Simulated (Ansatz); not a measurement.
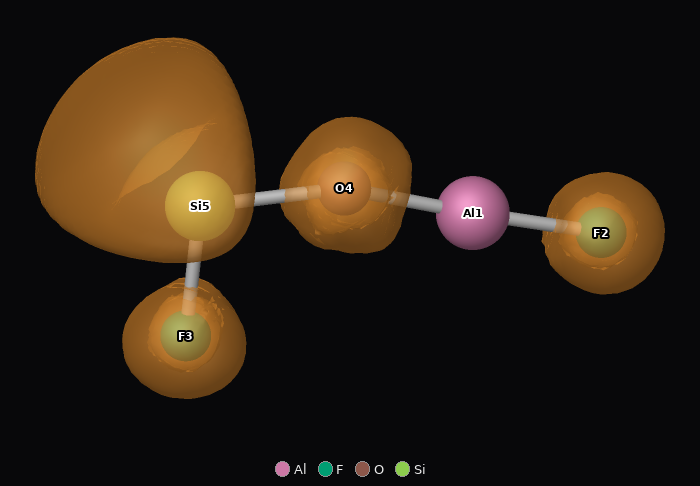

AlF$_{2}$OSi (charge +1). Isosurface of the ELF at 0.8 (orange), seen at a tilt. Only the valence region is drawn (cores and ρ < 0.01 e/Å³ removed).

Geometry: PBE0-D3(BJ)/def2-SVP.

The calculation used isolated molecule in a Gaussian basis; Kohn-Sham density functional theory, functional PBE0 in Ansatz.

The calculation's input:

```
crystal:
  periodic: [false, false, false]
  atoms:
    - {symbol: Al, position_ang: [-1.992532, 0.180531, -0.561849]}
    - {symbol: F, position_ang: [-1.306927, -0.777722, 0.542744]}
    - {symbol: F, position_ang: [-4.835961, 0.717702, -2.783182]}
    - {symbol: O, position_ang: [-2.639316, 1.189509, -1.675965]}
    - {symbol: Si, position_ang: [-3.719279, 1.884507, -2.856894]}
basis:
  gaussian: {orbitals: def2-TZVPD}
total_charge: 1
hamiltonian: {xc: pbe0}
output: {forces: true, orbitals: {seedname: orbitals}}
```

Run with:

```sh
ansatz run input.yaml --threads 1 --pin off --max-ram 2610MiB --events-out events.jsonl --progress --plain --runs-dir runs
```

### What do the ELF domains correspond to?

The surface consists of one lobe on Si, pointing away from the bonds (lone pairs), two regions wrapped around F (the valence shell of each) and one region wrapped around O (its valence shell). Along the contacts the grid gives the following. Al–F (1.62 Å): the ELF peaks at about 0.85 in the valence shell of F, 0.5 Å from its nucleus, and is about 0.40 at the midpoint. Si–F (1.62 Å): the ELF peaks at about 0.85 in the valence shell of F, 0.5 Å from its nucleus, and is about 0.50 at the midpoint.
